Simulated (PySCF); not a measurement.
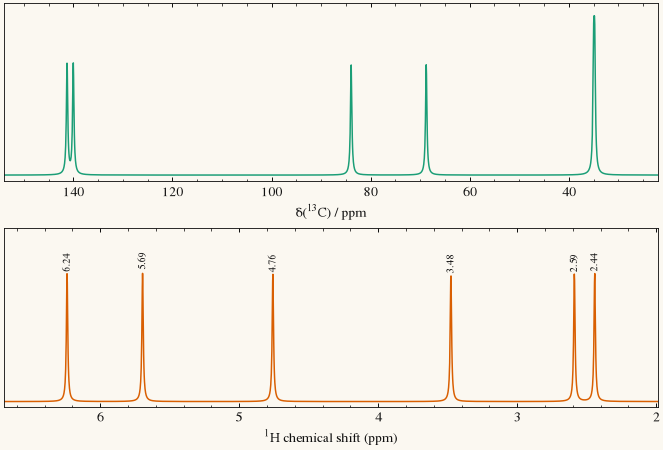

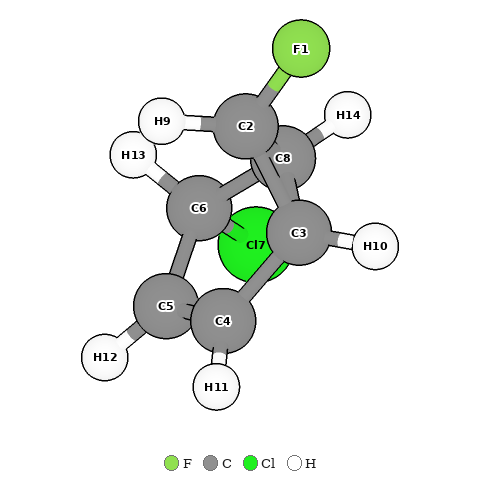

Spectrum and numbered structure of C₆H₆ClF, SMILES F[C@@H]1[C@H]2C=C[C@H](Cl)[C@@H]12. GIAO shifts, PBE0/pcSseg-1, PySCF, at a GFN2-xTB geometry (no frequency check), against TMS for ¹³C and TMS for ¹H computed at the same level. Gas phase, fully decoupled, line heights follow the number of nuclei, widths are arbitrary (no quadrupolar broadening); values of one conformer, averaged over methyl-type rotors and exact or near symmetry.

> Which atoms give which ¹³C line?

```
δ (ppm)  nuclei  atoms
  141.3       1     C4
  140.0       1     C5
   83.9       1     C2
   68.8       1     C6
   35.0       1     C3
   34.8       1     C8
```

The order of signals that lie close, as those under 2 ppm apart, is within the error of the method.

> Assign the ¹H signals to the numbered atoms.

```csv
δ (ppm),nuclei,atoms
6.24,1,H11
5.69,1,H12
4.76,1,H13
3.48,1,H9
2.59,1,H10
2.44,1,H14
```

Note: the tight-binding geometry is rougher than a DFT one and adds to the error.
